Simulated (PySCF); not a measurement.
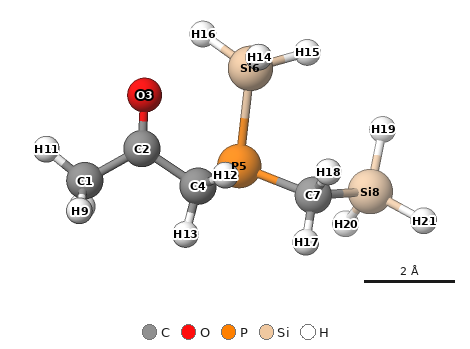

Fig. 1: The structure as given in the input (ball-and-stick view, seen at a tilt; atoms are numbered from 1 in the order of the input).

## Geometry relaxation, with input and output: C$_{4}$H$_{13}$OPSi$_{2}$ (part 1 of 2)

The run: geometry relaxation of C$_{4}$H$_{13}$OPSi$_{2}$. Method and program: PBE0-D3(BJ)/def2-SVP geometry optimisation, gas phase (PySCF 2.14.0).

It belongs to a series of runs on one base structure; here: cPr replaced by SiH3.

## Input file
```
{"job": {"xc": "PBE0", "basis": "def2-SVP", "d3": "d3bj", "grid": 1, "shake": 0.01, "kind": "geom"}, "charge": 0, "multiplicity": 1}
C     -3.385930     0.820440     0.060160
C     -2.177090     0.170660     0.585190
O     -1.945880     0.104890     1.762940
C     -1.187250    -0.358200    -0.433960
P      0.395670     0.579520    -0.213370
Si     0.734620    -0.007440     1.943880
C      1.516990    -0.624210    -1.072590
Si     3.298190     0.047680    -1.260440
H     -3.973320     0.156870    -0.543340
H     -3.106280     1.682490    -0.558970
H     -4.036020     1.200630     0.882160
H     -1.007920    -1.415240    -0.229280
H     -1.613430    -0.225270    -1.461350
H      0.283670    -1.373320     2.247780
H      2.202480    -0.022300     2.073610
H      0.214820     1.043540     2.822720
H      1.088620    -0.760050    -2.072910
H      1.485070    -1.580150    -0.553790
H      3.910840     0.197050     0.055500
H      3.217630     1.328060    -1.958190
H      4.013350    -0.943370    -2.052740
```

The first line tells a small driver script what to run in PySCF; the rest is the geometry in Å.

Machine: 1 CPU thread, shared host.

Command:
```bash
OMP_NUM_THREADS=1 python <driver script> task.json out
```

## Log
```
step   0  E = -1154.70938278  max force = 0.025278
step   1  E = -1154.71730080  max force = 0.004578
step   2  E = -1154.71766086  max force = 0.001582
step   3  E = -1154.71768432  max force = 0.002870
step   4  E = -1154.71774196  max force = 0.001022
step   5  E = -1154.71776269  max force = 0.000303
step   6  E = -1154.71778352  max force = 0.000449
step   7  E = -1154.71781021  max force = 0.000796
step   8  E = -1154.71783589  max force = 0.000693
step   9  E = -1154.71787520  max force = 0.000414
step  10  E = -1154.71792182  max force = 0.000628
step  11  E = -1154.71797513  max force = 0.001001
step  12  E = -1154.71801508  max force = 0.000866
step  13  E = -1154.71807277  max force = 0.000497
step  14  E = -1154.71809916  max force = 0.000576
step  15  E = -1154.71812970  max force = 0.000594
step  16  E = -1154.71816311  max force = 0.000653
step  17  E = -1154.71820042  max force = 0.000575
step  18  E = -1154.71822450  max force = 0.000683
step  19  E = -1154.71823499  max force = 0.000481
step  20  E = -1154.71824272  max force = 0.000207
optimisation converged
```

## Trajectory as extended XYZ (Å, eV, eV/Å), 21 frames, from step=0 to step=20
```
21
Properties=species:S:1:pos:R:3:forces:R:3 step=0 energy=-31421.24276
C    -3.3859    0.8204    0.0602   -0.9521   1.2999   0.8537
C    -2.1771    0.1707    0.5852    0.3278  -0.2886  -0.7222
O    -1.9459    0.1049    1.7629    0.1609  -0.0911   0.9282
C    -1.1872   -0.3582   -0.4340   -0.9523   0.4361  -0.3365
P     0.3957    0.5795   -0.2134    0.1773   0.2908  -0.2047
Si    0.7346   -0.0074    1.9439    0.0461   0.1286  -0.2270
C     1.5170   -0.6242   -1.0726    0.3505   0.7047   0.1407
Si    3.2982    0.0477   -1.2604   -1.2307  -0.5535   0.1029
H    -3.9733    0.1569   -0.5433   -0.4449  -0.6820  -0.7174
H    -3.1063    1.6825   -0.5590    0.1138   0.0377  -0.2077
H    -4.0360    1.2006    0.8822    0.4241  -0.2458  -0.2776
H    -1.0079   -1.4152   -0.2293   -0.0192  -0.4005  -0.0344
H    -1.6134   -0.2253   -1.4613    0.4643  -0.1698   0.4834
H     0.2837   -1.3733    2.2478   -0.1428  -0.4053   0.1181
H     2.2025   -0.0223    2.0736    0.5614   0.0512   0.0603
H     0.2148    1.0435    2.8227   -0.1016   0.2125   0.3822
H     1.0886   -0.7601   -2.0729    0.0498  -0.0703  -0.2397
H     1.4851   -1.5801   -0.5538    0.1570  -0.5510   0.0832
H     3.9108    0.1971    0.0555    0.3484   0.1287   0.5164
H     3.2176    1.3281   -1.9582    0.0977   0.5591  -0.2938
H     4.0133   -0.9434   -2.0527    0.5645  -0.3915  -0.4081
21
Properties=species:S:1:pos:R:3:forces:R:3 step=1 energy=-31421.45822
C    -3.4982    0.8587    0.0128   -0.0607  -0.1007  -0.0032
C    -2.2670    0.1991    0.5653    0.0821   0.0958   0.1249
O    -2.0648    0.1240    1.7591   -0.0259  -0.0083  -0.1351
C    -1.2411   -0.3262   -0.4145    0.0740  -0.0215   0.2354
P     0.3991    0.5776   -0.1829   -0.0366   0.0658   0.0008
Si    0.8359   -0.0086    1.9737    0.0155  -0.0385  -0.0549
C     1.5335   -0.6323   -1.0427   -0.0666   0.0431   0.0930
Si    3.3034    0.0086   -1.2674   -0.1876  -0.0712   0.0311
H    -4.0670    0.1656   -0.6286    0.0677   0.0092  -0.0202
H    -3.2027    1.7155   -0.6115    0.0251   0.0207  -0.0625
H    -4.1354    1.2047    0.8335   -0.0214   0.0209   0.0621
H    -1.0885   -1.4011   -0.2108   -0.0514   0.0414  -0.0506
H    -1.5685   -0.1933   -1.4530    0.0004  -0.0325  -0.1244
H     0.3789   -1.3961    2.2793    0.0011  -0.0444   0.0116
H     2.3325    0.0008    2.0662    0.0079   0.0241  -0.0099
H     0.3145    0.9882    2.9425   -0.0330   0.0198   0.0381
H     1.1135   -0.7780   -2.0530    0.0487  -0.0332  -0.0197
H     1.5289   -1.6135   -0.5363    0.0635  -0.0379  -0.0949
H     3.9768    0.1820    0.0498    0.0436   0.0297   0.0271
H     3.2630    1.3167   -1.9804    0.0245   0.0492  -0.0273
H     4.0814   -0.9707   -2.0823    0.0291  -0.0314  -0.0214
21
Properties=species:S:1:pos:R:3:forces:R:3 step=2 energy=-31421.46801
C    -3.4967    0.8594   -0.0205   -0.0456   0.0231   0.0814
C    -2.2707    0.2307    0.5762    0.0606  -0.0365   0.0069
O    -2.0806    0.1814    1.7719   -0.0472   0.0296  -0.0490
C    -1.2391   -0.3220   -0.3795    0.0405   0.0318   0.0090
P     0.3983    0.5794   -0.1548    0.0032  -0.0177   0.0167
Si    0.8515   -0.0356    1.9899    0.0294   0.0338  -0.0208
C     1.5226   -0.6262   -1.0349   -0.0643   0.0391   0.0527
Si    3.2840    0.0178   -1.2739   -0.0308  -0.0123  -0.0006
H    -4.0366    0.1372   -0.6533    0.0256  -0.0072  -0.0049
H    -3.1940    1.6959   -0.6714   -0.0014  -0.0067  -0.0068
H    -4.1558    1.2264    0.7763   -0.0011   0.0033  -0.0133
H    -1.0975   -1.3940   -0.1618   -0.0369  -0.0080  -0.0069
H    -1.5562   -0.2078   -1.4272    0.0316  -0.0341  -0.0115
H     0.4209   -1.4382    2.2763   -0.0197  -0.0062  -0.0067
H     2.3488    0.0008    2.0716   -0.0042   0.0041   0.0048
H     0.3174    0.9366    2.9808   -0.0080  -0.0201   0.0042
H     1.1014   -0.7653   -2.0458    0.0159  -0.0064  -0.0141
H     1.5339   -1.6174   -0.5490    0.0210  -0.0233  -0.0359
H     3.9811    0.1888    0.0342    0.0111   0.0168  -0.0037
H     3.2406    1.3321   -1.9816    0.0129   0.0015  -0.0044
H     4.0545   -0.9582   -2.1046    0.0073  -0.0047   0.0028
21
Properties=species:S:1:pos:R:3:forces:R:3 step=3 energy=-31421.46865
C    -3.5013    0.8591   -0.0301    0.0167   0.0174  -0.0893
C    -2.2703    0.2469    0.5733   -0.1476   0.0434   0.0286
O    -2.0990    0.2243    1.7716    0.1473  -0.0603   0.0345
C    -1.2318   -0.3215   -0.3661   -0.0151   0.0401  -0.0063
P     0.4026    0.5803   -0.1409    0.0134  -0.0402   0.0103
Si    0.8541   -0.0485    1.9982    0.0318   0.0306   0.0077
C     1.5223   -0.6216   -1.0300   -0.0226   0.0214   0.0147
Si    3.2800    0.0245   -1.2792    0.0378   0.0112  -0.0133
H    -4.0282    0.1199   -0.6535   -0.0208  -0.0022  -0.0145
H    -3.2037    1.6854   -0.6969   -0.0196  -0.0039  -0.0001
H    -4.1659    1.2342    0.7586    0.0281  -0.0194  -0.0142
H    -1.1004   -1.3917   -0.1355   -0.0125  -0.0211   0.0163
H    -1.5352   -0.2247   -1.4205    0.0040  -0.0057   0.0284
H     0.4255   -1.4570    2.2649   -0.0156   0.0102  -0.0096
H     2.3506   -0.0038    2.0874   -0.0043  -0.0066   0.0059
H     0.3070    0.9056    2.9998    0.0028  -0.0171  -0.0054
H     1.1026   -0.7579   -2.0423   -0.0057   0.0130  -0.0029
H     1.5436   -1.6191   -0.5572   -0.0032  -0.0062   0.0005
H     3.9914    0.2031    0.0212   -0.0090   0.0066  -0.0055
H     3.2368    1.3377   -1.9911   -0.0010  -0.0144   0.0015
H     4.0473   -0.9534   -2.1126   -0.0048   0.0033   0.0128
21
Properties=species:S:1:pos:R:3:forces:R:3 step=4 energy=-31421.47022
C    -3.5010    0.8558   -0.0399    0.0234   0.0005   0.0020
C    -2.2708    0.2532    0.5765   -0.0094  -0.0055  -0.0526
O    -2.0873    0.2333    1.7730   -0.0149   0.0153   0.0392
C    -1.2310   -0.3191   -0.3582   -0.0033   0.0065  -0.0337
P     0.4034    0.5820   -0.1324   -0.0023  -0.0306  -0.0020
Si    0.8557   -0.0526    2.0038    0.0149   0.0021   0.0064
C     1.5201   -0.6167   -1.0265    0.0164   0.0062  -0.0084
Si    3.2777    0.0297   -1.2817    0.0326   0.0075  -0.0090
H    -4.0204    0.1079   -0.6596   -0.0162  -0.0034   0.0023
H    -3.2048    1.6764   -0.7140   -0.0006  -0.0035   0.0116
H    -4.1711    1.2351    0.7410   -0.0050  -0.0040   0.0009
H    -1.1054   -1.3892   -0.1220    0.0053  -0.0114   0.0146
H    -1.5298   -0.2292   -1.4140   -0.0010   0.0060   0.0065
H     0.4179   -1.4607    2.2587   -0.0026   0.0080  -0.0029
H     2.3518   -0.0135    2.0976    0.0001  -0.0074   0.0025
H     0.3070    0.8934    3.0110    0.0050  -0.0004   0.0006
H     1.0996   -0.7506   -2.0391   -0.0103   0.0176   0.0041
H     1.5448   -1.6168   -0.5590   -0.0086   0.0025   0.0080
H     3.9937    0.2151    0.0150   -0.0121   0.0033   0.0015
H     3.2346    1.3397   -1.9987   -0.0068  -0.0098  -0.0025
H     4.0434   -0.9514   -2.1126   -0.0046   0.0005   0.0111
21
Properties=species:S:1:pos:R:3:forces:R:3 step=5 energy=-31421.47079
C    -3.5055    0.8531   -0.0439    0.0058  -0.0084   0.0035
C    -2.2747    0.2539    0.5740    0.0156  -0.0055  -0.0090
O    -2.0926    0.2378    1.7712   -0.0112   0.0132   0.0041
C    -1.2323   -0.3189   -0.3581    0.0072  -0.0051  -0.0083
P     0.4035    0.5813   -0.1316   -0.0144  -0.0034   0.0104
Si    0.8620   -0.0545    2.0035    0.0049   0.0020  -0.0059
C     1.5214   -0.6147   -1.0261    0.0102  -0.0039  -0.0067
Si    3.2796    0.0326   -1.2790    0.0078   0.0017  -0.0006
H    -4.0261    0.1044   -0.6620   -0.0026   0.0002   0.0033
H    -3.2109    1.6738   -0.7183    0.0015   0.0010   0.0032
H    -4.1756    1.2321    0.7371   -0.0052  -0.0001   0.0020
H    -1.1067   -1.3888   -0.1194   -0.0009   0.0011   0.0043
H    -1.5305   -0.2298   -1.4139    0.0044   0.0016  -0.0031
H     0.4184   -1.4603    2.2583   -0.0049   0.0005   0.0012
H     2.3586   -0.0232    2.0930   -0.0030  -0.0045   0.0005
H     0.3211    0.8928    3.0135   -0.0017   0.0017   0.0016
H     1.1004   -0.7477   -2.0385   -0.0042   0.0099   0.0020
H     1.5450   -1.6143   -0.5572   -0.0019  -0.0016  -0.0046
H     3.9889    0.2239    0.0203   -0.0050   0.0055   0.0013
H     3.2353    1.3392   -2.0013   -0.0028  -0.0031  -0.0058
H     4.0486   -0.9511   -2.1027    0.0005  -0.0029   0.0065
21
Properties=species:S:1:pos:R:3:forces:R:3 step=6 energy=-31421.47135
C    -3.5096    0.8461   -0.0491   -0.0132  -0.0122   0.0018
C    -2.2745    0.2588    0.5709    0.0154   0.0000   0.0187
O    -2.0915    0.2559    1.7684   -0.0003   0.0053  -0.0206
C    -1.2303   -0.3181   -0.3569    0.0060  -0.0194   0.0101
P     0.4048    0.5822   -0.1298   -0.0072   0.0231   0.0156
Si    0.8630   -0.0595    2.0035   -0.0113  -0.0002  -0.0022
C     1.5245   -0.6098   -1.0261    0.0083  -0.0135  -0.0061
Si    3.2825    0.0398   -1.2761   -0.0145  -0.0023   0.0076
H    -4.0299    0.0904   -0.6593    0.0087   0.0028   0.0017
H    -3.2215    1.6635   -0.7298    0.0020   0.0037  -0.0033
H    -4.1794    1.2271    0.7314   -0.0017   0.0023  -0.0003
H    -1.1057   -1.3869   -0.1109   -0.0036   0.0078  -0.0079
H    -1.5258   -0.2346   -1.4138    0.0006   0.0005  -0.0026
H     0.4049   -1.4615    2.2531   -0.0013  -0.0039   0.0038
H     2.3594   -0.0432    2.0941    0.0007  -0.0023  -0.0012
H     0.3290    0.8877    3.0173    0.0017   0.0041   0.0004
H     1.1037   -0.7406   -2.0388   -0.0012   0.0036   0.0011
H     1.5478   -1.6099   -0.5581    0.0024  -0.0033  -0.0123
H     3.9818    0.2465    0.0260    0.0014   0.0070   0.0011
H     3.2367    1.3383   -2.0121    0.0014   0.0013  -0.0078
H     4.0582   -0.9507   -2.0846    0.0056  -0.0043   0.0025
21
Properties=species:S:1:pos:R:3:forces:R:3 step=7 energy=-31421.47208
C    -3.5178    0.8296   -0.0630   -0.0270  -0.0114  -0.0008
C    -2.2738    0.2706    0.5647    0.0123   0.0037   0.0409
O    -2.0886    0.2964    1.7617    0.0110   0.0004  -0.0298
C    -1.2250   -0.3154   -0.3522   -0.0012  -0.0248   0.0226
P     0.4084    0.5857   -0.1218    0.0038   0.0384   0.0138
Si    0.8635   -0.0713    2.0077   -0.0288  -0.0129   0.0000
C     1.5296   -0.5993   -1.0249    0.0075  -0.0202  -0.0024
Si    3.2862    0.0562   -1.2706   -0.0303  -0.0043   0.0125
H    -4.0309    0.0562   -0.6570    0.0152   0.0032  -0.0033
H    -3.2425    1.6385   -0.7588    0.0013   0.0039  -0.0078
H    -4.1905    1.2158    0.7127    0.0032   0.0035  -0.0021
H    -1.1040   -1.3820   -0.0937   -0.0027   0.0091  -0.0196
H    -1.5143   -0.2431   -1.4116   -0.0031   0.0021  -0.0036
H     0.3739   -1.4648    2.2471    0.0054  -0.0033   0.0067
H     2.3596   -0.0890    2.0984    0.0042   0.0013  -0.0030
H     0.3482    0.8769    3.0301    0.0040   0.0091  -0.0028
H     1.1092   -0.7247   -2.0383   -0.0007  -0.0014   0.0008
H     1.5544   -1.6018   -0.5622    0.0049  -0.0034  -0.0140
H     3.9674    0.2991    0.0348    0.0062   0.0071   0.0003
H     3.2378    1.3362   -2.0380    0.0053   0.0033  -0.0074
H     4.0771   -0.9483   -2.0460    0.0095  -0.0033  -0.0008
21
Properties=species:S:1:pos:R:3:forces:R:3 step=8 energy=-31421.47278
C    -3.5244    0.8130   -0.0737   -0.0263  -0.0089   0.0013
C    -2.2711    0.2810    0.5589    0.0067   0.0041   0.0357
O    -2.0808    0.3331    1.7542    0.0120  -0.0004  -0.0257
C    -1.2202   -0.3121   -0.3509   -0.0053  -0.0148   0.0210
P     0.4120    0.5888   -0.1158    0.0151   0.0282   0.0090
Si    0.8593   -0.0822    2.0112   -0.0301  -0.0127   0.0027
C     1.5352   -0.5916   -1.0235    0.0003  -0.0169   0.0035
Si    3.2894    0.0715   -1.2638   -0.0286  -0.0040   0.0097
H    -4.0289    0.0233   -0.6532    0.0136   0.0021  -0.0063
H    -3.2619    1.6141   -0.7834    0.0007   0.0021  -0.0074
H    -4.1998    1.2033    0.6976    0.0043   0.0025  -0.0023
H    -1.1025   -1.3774   -0.0857   -0.0029   0.0037  -0.0220
H    -1.5053   -0.2464   -1.4119   -0.0051   0.0040  -0.0013
H     0.3400   -1.4659    2.2465    0.0075  -0.0018   0.0058
H     2.3547   -0.1337    2.1015    0.0054   0.0034  -0.0032
H     0.3648    0.8722    3.0383    0.0056   0.0088  -0.0038
H     1.1156   -0.7131   -2.0377    0.0006  -0.0039   0.0001
H     1.5617   -1.5960   -0.5652    0.0059  -0.0025  -0.0106
H     3.9516    0.3539    0.0435    0.0059   0.0059   0.0002
H     3.2396    1.3312   -2.0643    0.0059   0.0027  -0.0049
H     4.0990   -0.9452   -2.0034    0.0087  -0.0015  -0.0015
21
Properties=species:S:1:pos:R:3:forces:R:3 step=9 energy=-31421.47385
C    -3.5336    0.7899   -0.0846   -0.0131  -0.0045   0.0034
C    -2.2666    0.2933    0.5499   -0.0048  -0.0030   0.0116
O    -2.0672    0.3758    1.7419    0.0088   0.0047  -0.0061
C    -1.2146   -0.3051   -0.3551   -0.0018   0.0098   0.0114
P     0.4181    0.5923   -0.1103    0.0213  -0.0032  -0.0022
Si    0.8503   -0.0940    2.0154   -0.0190  -0.0063   0.0027
C     1.5438   -0.5854   -1.0204   -0.0118  -0.0066   0.0105
Si    3.2942    0.0894   -1.2520   -0.0111  -0.0013   0.0011
H    -4.0241   -0.0194   -0.6484    0.0056  -0.0001  -0.0069
H    -3.2895    1.5834   -0.8096   -0.0008  -0.0004  -0.0032
H    -4.2127    1.1812    0.6829    0.0034  -0.0006  -0.0018
H    -1.1020   -1.3706   -0.0895   -0.0038  -0.0058  -0.0165
H    -1.4961   -0.2407   -1.4172   -0.0043   0.0069   0.0011
H     0.2926   -1.4625    2.2522    0.0066   0.0011   0.0025
H     2.3440   -0.1908    2.1034    0.0041   0.0053  -0.0024
H     0.3873    0.8743    3.0443    0.0036   0.0044  -0.0028
H     1.1266   -0.7046   -2.0358    0.0019  -0.0045  -0.0001
H     1.5729   -1.5913   -0.5659    0.0053  -0.0005  -0.0024
H     3.9280    0.4296    0.0560    0.0019   0.0032   0.0003
H     3.2443    1.3183   -2.0996    0.0037   0.0003  -0.0002
H     4.1324   -0.9416   -1.9386    0.0043   0.0008  -0.0002
21
Properties=species:S:1:pos:R:3:forces:R:3 step=10 energy=-31421.47512
C    -3.5445    0.7647   -0.0915    0.0040  -0.0023   0.0036
C    -2.2613    0.3044    0.5385   -0.0137  -0.0110  -0.0141
O    -2.0502    0.4130    1.7262    0.0025   0.0114   0.0112
C    -1.2096   -0.2932   -0.3674    0.0076   0.0322   0.0028
P     0.4260    0.5952   -0.1090    0.0188  -0.0323  -0.0120
Si    0.8377   -0.1017    2.0175   -0.0014   0.0054   0.0014
C     1.5548   -0.5838   -1.0153   -0.0213   0.0032   0.0134
Si    3.3012    0.1038   -1.2360    0.0101   0.0020  -0.0065
H    -4.0188   -0.0621   -0.6433   -0.0035  -0.0020  -0.0046
H    -3.3232    1.5548   -0.8275   -0.0019  -0.0018   0.0023
H    -4.2267    1.1502    0.6760    0.0003  -0.0038  -0.0005
H    -1.1036   -1.3615   -0.1104   -0.0057  -0.0131  -0.0080
H    -1.4893   -0.2216   -1.4296   -0.0025   0.0088   0.0028
H     0.2438   -1.4535    2.2611    0.0034   0.0022  -0.0017
H     2.3288   -0.2420    2.1035    0.0012   0.0060  -0.0009
H     0.4076    0.8842    3.0441   -0.0006  -0.0023   0.0000
H     1.1424   -0.7047   -2.0324    0.0024  -0.0040  -0.0006
H     1.5859   -1.5894   -0.5606    0.0041   0.0007   0.0058
H     3.9006    0.5077    0.0704   -0.0028  -0.0002   0.0001
H     3.2547    1.2968   -2.1341    0.0002  -0.0016   0.0037
H     4.1716   -0.9398   -1.8614   -0.0012   0.0023   0.0018
```
